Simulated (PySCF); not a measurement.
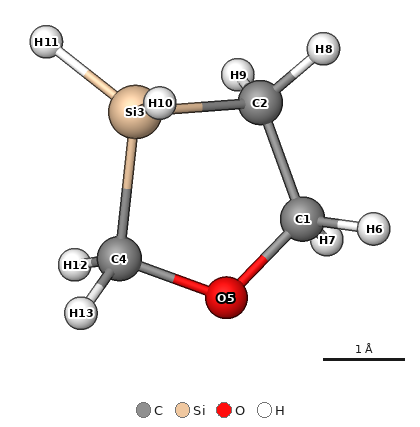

Fig. 1: The structure (ball-and-stick view, seen at a tilt; atoms are numbered from 1 in the order of the input). Bond lengths as drawn: C–C 1.53 Å, C–H 1.09 to 1.10 Å, C–O 1.42 Å, C–Si 1.90 to 1.91 Å and H–Si 1.46 Å.

**What a change does: NMR shielding calculation on C3H8OSi**

System: C3H8OSi, SMILES C1C[SiH2]CO1.
Method of run A: GIAO PBE0/pcSseg-1 NMR shielding, non-relativistic, gas phase (PySCF 2.14.0).

The geometry comes from this level: GFN2-xTB, coordinate held. Text and figures count atoms from 1; the logs count them from 0 in places.

The input, run A:
```
{"job": {"kind": "nmr", "xc": "PBE0", "basis": "pcSseg-1", "every": 2, "pop": false}, "charge": 0, "multiplicity": 1}
C      0.942270    -0.938710     0.369873
C      1.088998     0.470315    -0.217450
Si    -0.647954     1.228056    -0.044958
C     -1.364621    -0.539238    -0.130154
O     -0.407009    -1.360138     0.520535
H      1.385475    -0.987725     1.370506
H      1.460699    -1.673518    -0.261856
H      1.883685     1.007707     0.293353
H      1.367322     0.410686    -1.270054
H     -0.873404     1.860599     1.255144
H     -1.044106     2.077300    -1.166410
H     -1.507108    -0.874966    -1.168323
H     -2.303067    -0.701333     0.399641
```

The first line tells a small driver script what to run in PySCF; the rest is the geometry in Å.

Launched with:
```bash
OMP_NUM_THREADS=1 python <driver script> task.json out
```

Hardware: 1 CPU thread, shared host.

Output (run A):
```
coarse grid: 10928 points
cycle   1  E = -483.3362201961  dE =  4.772e-01  |g| = 5.632e-01  |ddm| = 3.105e+00
cycle   2  E = -483.2604544518  dE =  7.577e-02  |g| = 8.445e-01  |ddm| = 1.345e+00
cycle   3  E = -483.4000604691  dE = -1.396e-01  |g| = 7.798e-02  |ddm| = 9.183e-01
cycle   4  E = -483.4009435355  dE = -8.831e-04  |g| = 3.634e-02  |ddm| = 7.013e-02
cycle   5  E = -483.4012495918  dE = -3.061e-04  |g| = 6.631e-03  |ddm| = 3.313e-02
cycle   6  E = -483.4012591897  dE = -9.598e-06  |g| = 1.123e-03  |ddm| = 6.380e-03
final grid: 99736 points
cycle   7  E = -483.4421053424  dE = -1.635e-05  |g| = 1.127e-02  |ddm| = 2.033e-02
cycle   8  E = -483.4420785911  dE =  2.675e-05  |g| = 1.645e-02  |ddm| = 1.764e-02
cycle   9  E = -483.4421305023  dE = -5.191e-05  |g| = 1.140e-03  |ddm| = 1.076e-02
cycle  10  E = -483.4421307771  dE = -2.747e-07  |g| = 2.103e-04  |ddm| = 1.267e-03
cycle  11  E = -483.4421307870  dE = -9.895e-09  |g| = 3.671e-05  |ddm| = 2.368e-04
cycle  12  E = -483.4421307872  dE = -2.557e-10  |g| = 1.643e-05  |ddm| = 4.982e-05
converged SCF energy = -483.4421307872

GIAO shielding tensors (ppm)
atom      isotropic    diamagn.    paramagn.     s11        s22        s33       span
  0 C      114.894     242.891    -127.997     67.454    106.969    170.260    102.806
  1 C      175.024     253.996     -78.971    150.445    177.359    197.270     46.825
  2 Si     390.276     879.889    -489.614    347.717    395.971    427.139     79.423
  3 C      127.872     249.127    -121.255     84.999    111.956    186.662    101.663
  4 O      297.731     395.637     -97.906    201.885    274.420    416.887    215.002
  5 H       27.449      29.627      -2.177     21.683     27.110     33.555     11.872
  6 H       27.299      29.259      -1.961     21.613     27.115     33.168     11.555
  7 H       30.507      30.388       0.119     26.092     27.446     37.982     11.890
  8 H       30.423      31.249      -0.826     25.337     27.921     38.011     12.675
  9 H       27.724      28.959      -1.235     24.477     24.791     33.904      9.427
 10 H       27.486      28.905      -1.419     24.265     24.877     33.316      9.051
 11 H       28.208      30.002      -1.793     22.848     26.427     35.350     12.502
 12 H       27.578      29.261      -1.682     23.442     26.059     33.234      9.792
```

For run B the input was changed thus:
```diff
-C      0.942270    -0.938710     0.369873
-C      1.088998     0.470315    -0.217450
-Si    -0.647954     1.228056    -0.044958
-C     -1.364621    -0.539238    -0.130154
-O     -0.407009    -1.360138     0.520535
-H      1.385475    -0.987725     1.370506
-H      1.460699    -1.673518    -0.261856
-H      1.883685     1.007707     0.293353
-H      1.367322     0.410686    -1.270054
-H     -0.873404     1.860599     1.255144
-H     -1.044106     2.077300    -1.166410
-H     -1.507108    -0.874966    -1.168323
-H     -2.303067    -0.701333     0.399641
+C      0.905523    -0.965923     0.243867
+C      1.154492     0.497651    -0.144473
+Si    -0.608554     1.220164    -0.148615
+C     -1.360406    -0.544160    -0.067712
+O     -0.284926    -1.432503    -0.341672
+H      0.840078    -1.046457     1.340891
+H      1.696143    -1.632393    -0.106717
+H      1.847321     0.963742     0.551904
+H      1.603906     0.543087    -1.136034
+H     -0.923998     1.999415     1.050669
+H     -0.942972     1.935597    -1.378470
+H     -2.131795    -0.757871    -0.806477
+H     -1.778455    -0.766689     0.924836
```

What does this change do to the results?

With the same method and basis, run B lies 3.7 kcal/mol lower. The HOMO goes from −6.86 to −7.12 eV. The dipole moment goes from 1.61 to 1.35 D. Of all shieldings, the largest change is that of O5, by −18.1 ppm. The number of SCF iterations is the same.

Output (run B):
```
coarse grid: 10928 points
cycle   1  E = -483.3440272746  dE =  4.861e-01  |g| = 5.557e-01  |ddm| = 3.107e+00
cycle   2  E = -483.2709750779  dE =  7.305e-02  |g| = 8.305e-01  |ddm| = 1.263e+00
cycle   3  E = -483.4062870473  dE = -1.353e-01  |g| = 7.693e-02  |ddm| = 8.642e-01
cycle   4  E = -483.4071432520  dE = -8.562e-04  |g| = 3.574e-02  |ddm| = 6.804e-02
cycle   5  E = -483.4074387256  dE = -2.955e-04  |g| = 6.304e-03  |ddm| = 3.145e-02
cycle   6  E = -483.4074474227  dE = -8.697e-06  |g| = 1.157e-03  |ddm| = 6.181e-03
final grid: 99736 points
cycle   7  E = -483.4479883472  dE = -1.792e-05  |g| = 1.091e-02  |ddm| = 1.955e-02
cycle   8  E = -483.4479638647  dE =  2.448e-05  |g| = 1.585e-02  |ddm| = 1.619e-02
cycle   9  E = -483.4480118500  dE = -4.799e-05  |g| = 1.116e-03  |ddm| = 9.818e-03
cycle  10  E = -483.4480121142  dE = -2.642e-07  |g| = 2.089e-04  |ddm| = 1.220e-03
cycle  11  E = -483.4480121238  dE = -9.585e-09  |g| = 3.742e-05  |ddm| = 2.312e-04
cycle  12  E = -483.4480121241  dE = -2.771e-10  |g| = 1.508e-05  |ddm| = 4.800e-05
converged SCF energy = -483.4480121241

GIAO shielding tensors (ppm)
atom      isotropic    diamagn.    paramagn.     s11        s22        s33       span
  0 C      113.752     245.493    -131.741     70.975    104.274    166.008     95.033
  1 C      172.788     253.416     -80.628    148.708    172.087    197.569     48.862
  2 Si     388.018     879.900    -491.883    343.997    391.679    428.377     84.380
  3 C      128.577     249.588    -121.011     87.472    105.803    192.456    104.983
  4 O      279.610     395.917    -116.307    218.871    261.220    358.738    139.867
  5 H       28.498      30.567      -2.069     22.674     27.828     34.994     12.320
  6 H       27.237      29.365      -2.127     22.013     26.547     33.152     11.139
  7 H       30.721      30.479       0.241     26.307     27.563     38.291     11.984
  8 H       30.547      30.817      -0.270     25.581     27.714     38.347     12.766
  9 H       27.603      28.917      -1.314     24.521     24.760     33.527      9.006
 10 H       27.677      28.946      -1.269     24.475     24.713     33.842      9.367
 11 H       27.662      29.535      -1.873     23.381     26.092     33.514     10.133
 12 H       28.330      29.815      -1.486     22.979     26.967     35.042     12.063
```

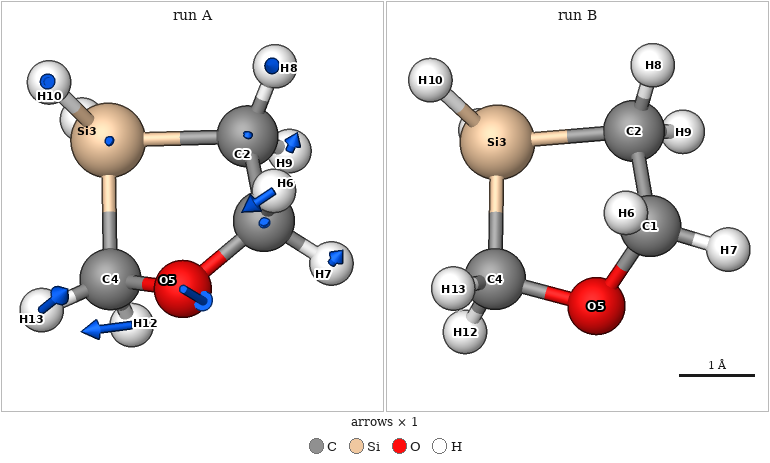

Fig. 2: The two input geometries at one scale (ball-and-stick view, seen at a tilt). The blue arrows on the first give the shifts of the atoms after the best rigid fit, at true length. The atom that moves furthest after the best rigid fit is the O atom (0.88 Å). By element the largest moves are O 0.88 Å, H 0.75 Å, C 0.14 Å, Si 0.10 Å. Among the contacts that change: C–O 1.422 → 1.406 Å, C–Si 1.909 → 1.920 Å, C–H 1.090 → 1.100 Å.

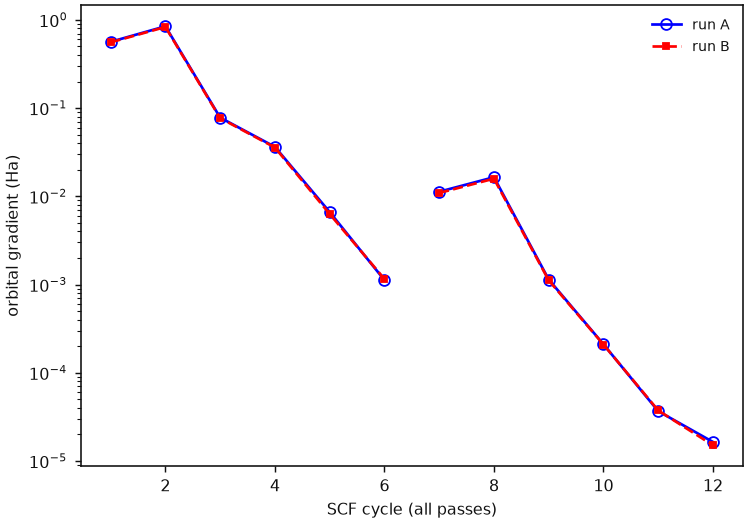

Fig. 3: Convergence of the two runs: orbital gradient against the SCF cycle. A break in a curve parts two SCF passes (coarse and final grid). Run A takes 12 cycles in all, and run B takes 12.

The two runs side by side:

```csv
quantity,run A,run B
outcome,converged,converged
total energy (hartree),−483.442131,−483.448012
HOMO (eV),−6.86,−7.12
LUMO (eV),0.66,0.70
dipole moment (D),1.61,1.35
shielding of C1 (ppm),114.9,113.8
shielding of C2 (ppm),175.0,172.8
shielding of Si3 (ppm),390.3,388.0
shielding of C4 (ppm),127.9,128.6
shielding of O5 (ppm),297.7,279.6
shielding of H6 (ppm),27.4,28.5
shielding of H13 (ppm),27.6,28.3
SCF iterations,12,12
basis functions,132,132
wall time (shared host),12 s,9.3 s
```
